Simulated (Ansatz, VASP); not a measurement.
# GaAs in two plane-wave programs, part 2 of 2

Aim: how closely do two programs agree when they are given the same cell, functional and k mesh?  Valence electrons are named where the data sets of a main pair hold unlike numbers.

VASP 6.6.1 and Ansatz 0.2.0.

So far: The structure; Ansatz: band structure, r2SCAN; VASP: band structure, r2SCAN.

## 3. VASP: band structure, r2SCAN (continued)

Level of this step: r2SCAN; plane waves and PAW (As_GW, Ga_d_GW) (VASP).

Numbers of over 12 decimals in the logs are rounded to 6 here.

OUTCAR, selected parts (step 3):

```text
ion  position               nearest neighbor table
   1  0.750  0.750  0.750-   2 2.45   2 2.45   2 2.45   2 2.45
   2  0.000  0.000  0.000-   1 2.45   1 2.45   1 2.45   1 2.45

  LATTYP: Found a face centered cubic cell.
 ALAT       =     5.6537000000

 Subroutine GETGRP returns: Found 24 space group operations
 (whereof 24 operations were pure point group operations)

The static configuration has the point symmetry T_d .

 Found      8 irreducible k-points:

   k-points           NKPTS =      8   k-points in BZ     NKDIM =      8   number of bands    NBANDS=     15

   dimension x,y,z NGX =    28 NGY =   28 NGZ =   28
   dimension x,y,z NGXF=    56 NGYF=   56 NGZF=   56

   ENCUT  =  430.0 eV  31.60 Ry    5.62 a.u.   6.76  6.76  6.76*2*pi/ulx,y,z

   NELECT =      18.0000    total number of electrons

 k-points in reciprocal lattice and weights: Automatic mesh
   0.00000000  0.00000000  0.00000000       0.016
   0.25000000  0.00000000  0.00000000       0.125
   0.50000000  0.00000000  0.00000000       0.062
   0.25000000  0.25000000  0.00000000       0.094
   0.50000000  0.25000000  0.00000000       0.375
  -0.25000000  0.25000000  0.00000000       0.188
   0.50000000  0.50000000  0.00000000       0.047
  -0.25000000  0.50000000  0.25000000       0.094

 average (electrostatic) potential at core
       1 -54.9044       2 -71.3250

 E-fermi :   3.7234

 k-point     1 :       0.0000    0.0000    0.0000
  band No.  band energies     occupation
    ...
      5     -11.5414      2.00000
      6      -9.5658      2.00000
      7       3.6395      2.00000
      8       3.6396      2.00000
      9       3.6396      2.00000
     10       4.6219      0.00000
     11       7.6581      0.00000
     12       7.6583      0.00000
     13       7.6583      0.00000
     14      11.8456      0.00000
    ...

 k-point     2 :       0.2500    0.0000    0.0000
  band No.  band energies     occupation
    ...
      5     -11.5407      2.00000
      6      -8.8376      2.00000
      7      -0.5617      2.00000
      8       2.9352      2.00000
      9       2.9353      2.00000
     10       5.4439      0.00000
     11       8.5623      0.00000
     12       8.5624      0.00000
     13      10.0747      0.00000
     14      13.1613      0.00000
    ...

 k-point     3 :       0.5000    0.0000    0.0000
  band No.  band energies     occupation
    ...
      5     -11.5369      2.00000
      6      -7.7127      2.00000
      7      -3.1874      2.00000
      8       2.4495      2.00000
      9       2.4496      2.00000
     10       4.9825      0.00000
     11       8.6039      0.00000
     12       8.6039      0.00000
     13      11.8958      0.00000
     14      14.7624      0.00000
    ...

  Total        0.1664960      0.1664960      0.1664960      0.0000000      0.0000000      0.0000000
  in kB        5.9044046      5.9044046      5.9044046      0.0000000      0.0000000      0.0000000
  external PRESSURE =       5.9044046 kB  Pullay stress =       0.0000000 kB

  energy-cutoff  :      430.00
  volume of cell :       45.18
      direct lattice vectors                 reciprocal lattice vectors
     0.000000000  2.826850000  2.826850000    -0.176875321  0.176875321  0.176875321
     2.826850000  0.000000000  2.826850000     0.176875321 -0.176875321  0.176875321
     2.826850000  2.826850000  0.000000000     0.176875321  0.176875321 -0.176875321

 POSITION                                       TOTAL-FORCE (eV/Angst)
 -----------------------------------------------------------------------------------
      4.24027      4.24027      4.24027         0.000000      0.000000      0.000000
      0.00000      0.00000      0.00000        -0.000000     -0.000000     -0.000000
 -----------------------------------------------------------------------------------
    total drift:                               -0.000329     -0.000329     -0.000321

  FREE ENERGIE OF THE ION-ELECTRON SYSTEM (eV)
  ---------------------------------------------------
  free  energy   TOTEN  =       -26.9232047403 eV

  energy  without entropy=      -26.9232047403  energy(sigma->0) =      -26.92320474

 total charge
# of ion       s       p       d       tot
------------------------------------------
    1        1.164   1.635   0.031   2.830
    2        0.832   0.810   9.950  11.592
--------------------------------------------------
tot          1.996   2.445   9.981  14.422

[... 3 further parts left out ...]
```

The PAW data sets were made with PBE, which is usual practice but a small mismatch for other functionals.

## 4. Differences

Known differences besides the potentials themselves: VASP keeps PBE cores, Ansatz makes them for the functional; the data sets hold 28 valence electrons in Ansatz (on its default PAW (the set named soft_2) files) and 18 in VASP; the cutoff is 500 eV in Ansatz and 430 eV in VASP. Total energies have different zeros and are not compared.

The two programs side by side:

| quantity | Ansatz | VASP | difference |
| --- | --- | --- | --- |
| gap over the path points (eV) | 1.010 | 0.982 | +0.028 |

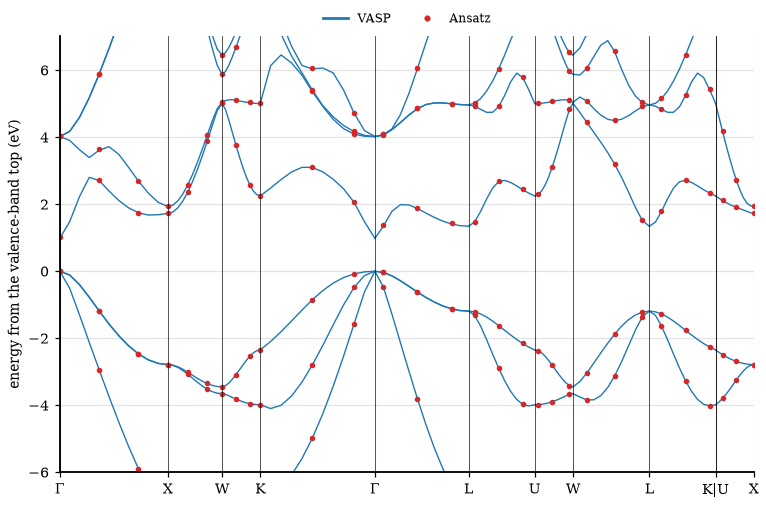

Bands from VASP (lines) and levels from Ansatz (dots). Dots without a line are higher empty bands that the VASP plot leaves out.

Levels at points of the path, from each program's valence-band top (eV; 3 filled, then empty):

| k (reciprocal lattice) | Ansatz | VASP |
| --- | --- | --- |
| 0.000 0.000 0.000 | 0.00 0.00 0.00 1.01 4.03 4.03 | 0.00 0.00 0.00 0.98 4.02 4.02 |
| 0.182 0.000 0.182 | -2.93 -1.18 -1.18 2.71 3.63 5.89 | -2.94 -1.18 -1.18 2.71 3.61 5.88 |
| 0.364 0.000 0.364 | -5.89 -2.47 -2.47 1.75 2.70 9.12 | -5.89 -2.47 -2.47 1.75 2.69 9.09 |
| 0.500 0.000 0.500 | -7.00 -2.78 -2.78 1.74 1.94 10.87 | -7.00 -2.79 -2.79 1.73 1.93 10.85 |
| 0.500 0.091 0.591 | -6.95 -3.07 -3.01 2.36 2.57 9.57 | -6.95 -3.07 -3.01 2.35 2.56 9.55 |
| 0.500 0.182 0.682 | -6.84 -3.52 -3.35 3.89 4.07 7.25 | -6.84 -3.52 -3.35 3.88 4.06 7.23 |
| 0.500 0.250 0.750 | -6.81 -3.65 -3.45 5.02 5.05 5.90 | -6.81 -3.65 -3.45 5.01 5.04 5.88 |
| 0.455 0.295 0.750 | -6.80 -3.81 -3.09 3.78 5.11 6.69 | -6.80 -3.81 -3.09 3.77 5.10 6.68 |
| 0.409 0.341 0.750 | -6.80 -3.95 -2.53 2.59 5.04 7.88 | -6.80 -3.95 -2.54 2.58 5.03 7.86 |
| 0.375 0.375 0.750 | -6.81 -3.98 -2.35 2.25 5.01 8.54 | -6.81 -3.98 -2.35 2.25 5.00 8.52 |

Among the levels compared at these points, filled levels agree within 6 meV and empty ones within 28 meV. Not compared: the pressure (VASP's GW data sets at this cutoff don't carry it).

## 5. Outcome

```
largest difference of a filled level at the path points (band structure, r2SCAN) : 6.3 meV
```

**Reading.** The largest difference of a filled level at the path points is 6.3 meV (band structure, r2SCAN), within the 80 meV picked in this series as the mark of a large difference. The data sets hold unlike numbers of valence electrons (28 in Ansatz and 18 in VASP), so part of the differences comes from the potentials. Such differences can come from data sets, numerical settings and the points named under the comparisons, not from the functional's error against experiment.

[Lines on the potential files, build, host, timing and source positions are cut from VASP's logs without a mark.]

[Logs are printed without paths, hosts, clocks, repeated set-up lines and the standing remarks that a program may print on its own settings, such as how far it seeks lower states.]

[Hosts, paths, dates, database ids (printed as entryN), source tags and the programs' standing remarks are cut or masked in the printed files.]
